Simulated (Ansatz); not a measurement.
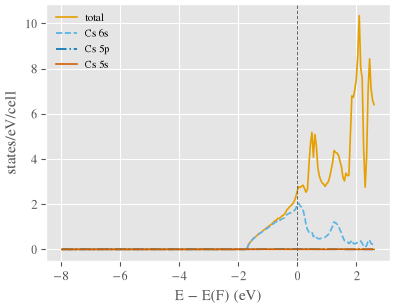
Fig. 1. Total and projected density of states of Cs (β-Sn type, I4_1/amd), r²SCAN in the plane-wave PAW code Ansatz

Problem. Which orbitals carry the states next to the Fermi level?

Solution. Within 0.5 eV of the Fermi level: Cs 6s 58 %, outside the projected shells 41 %. Projections are on Löwdin-orthogonalised atomic valence shells; empty p or d shells of many metals are not among them.

A made-up cell: these elements were put on the sites of a structure type; the Crystallography Open Database copy checked does not list it. It is not the phase usual at ambient conditions (space group No. 229). Symmetry was held in the r²SCAN relaxation; of distortions, only those at the zone centre were tested. Spin–orbit coupling is left out wherever it is not named.

Potentials: the later of the program's two PAW sets.
